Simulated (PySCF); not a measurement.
Ga(Cl)2(OSiH3), SMILES [SiH3][O][Ga]([Cl])[Cl] (H3Cl2GaOSi) at its CAM-B3LYP/def2-SVP optimised geometry (Å):

```
8

Ga    -0.2626    -0.9374     0.0000
Cl    -1.3405    -2.7578     0.0011
Cl     1.8591    -0.9374     0.0000
O     -1.1508     0.5668     0.0000
Si    -1.1147     2.2237    -0.0392
H      0.2885     2.7203    -0.1089
H     -1.7595     2.7578     1.1896
H     -1.8591     2.7014    -1.2346
```

Computed with PySCF with CAM-B3LYP/def2-TZVP.

Map of the log10 of the electron density (e/bohr³), floored at −4 on the plane z = 0.6 Å:

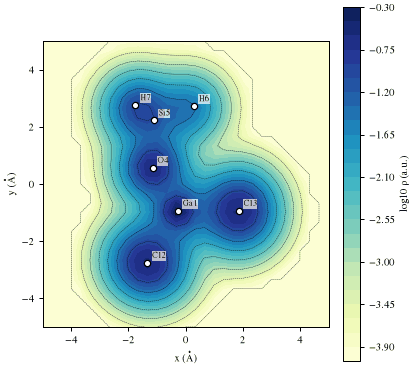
*Log10 of the electron density (e/bohr³), floored at −4 on the plane z = 0.6 Å.*
